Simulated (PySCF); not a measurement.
**C6H8Si (SMILES C=C1[SiH2][C@H]1C#CC): density, localisation and related maps**

Input

```
{"job": {"kind": "uv", "xc": "CAM-B3LYP", "basis": "def2-SVPD", "nstates": 8, "ntriplets": 3}, "charge": 0, "multiplicity": 1}
C     -2.153244    -1.479095     0.019643
C     -1.779611    -0.244789    -0.231708
Si    -1.857819     1.599015    -0.059663
C     -0.604619     0.418776    -0.918161
C      0.696083     0.168676    -0.396635
C      1.779121    -0.033111     0.082419
C      3.095244    -0.281454     0.634536
H     -3.050300    -1.703868     0.576641
H     -1.582399    -2.330200    -0.327244
H     -2.737367     2.350894    -0.938992
H     -1.485844     2.204714     1.205475
H     -0.632593     0.374934    -2.004801
H      3.801607     0.468296     0.275715
H      3.056895    -0.235657     1.723483
H      3.450431    -1.269142     0.337381
```

Command:

```sh
OMP_NUM_THREADS=1 python probes_run.py task.json out
```

Geometry: GFN2-xTB.

All numbers below come from CAM-B3LYP/def2-SVPD, SCF density, gas phase in PySCF.

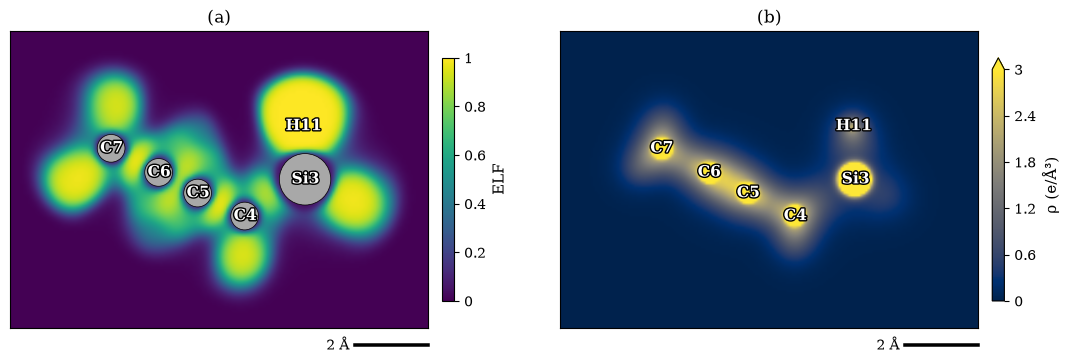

Figure 1. (a) electron localisation function; (b) electron density on the plane of atoms Si3, C4 and C5. Grey discs cover the atomic cores in the ELF map.

**What do the fields say about this system?**

The section cuts through Si, C and H sites.
C–C (1.20 Å): ρ at the midpoint is about 2.7 e/Å³; the ELF peaks at about 0.85 between the atoms; a short, multiple covalent bond.
C–Si (1.92 Å): the density is about 0.79 e/Å³ at the midpoint; the ELF peaks at about 0.85 between the atoms; localised, covalent bonding.
Si–H (1.45 Å): ρ at the midpoint is about 0.82 e/Å³; the ELF climbs to about 1 towards the hydrogen, as it does in any bond to H.

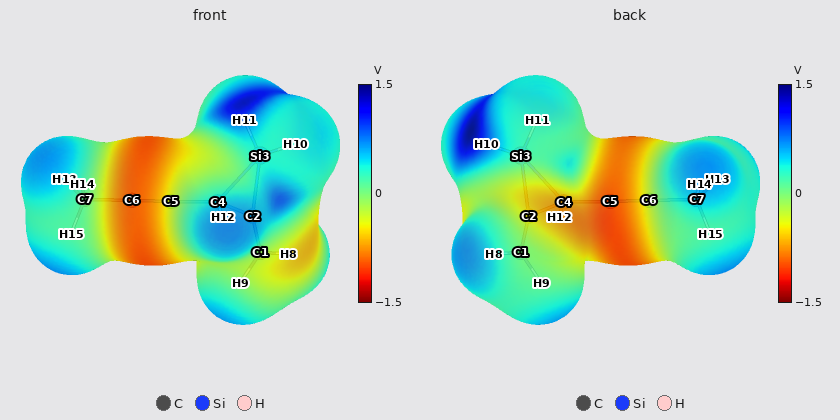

Figure 2. The molecular electrostatic potential painted on the density surface at 0.002 e/bohr³, seen from the front and from behind; the colour scale runs from red (negative) to blue (positive).

**Describe the electrostatic potential map.**

The most negative region (about −1.0 V) lies over C5 and C6, the most positive (about +1.3 V) over Si3.
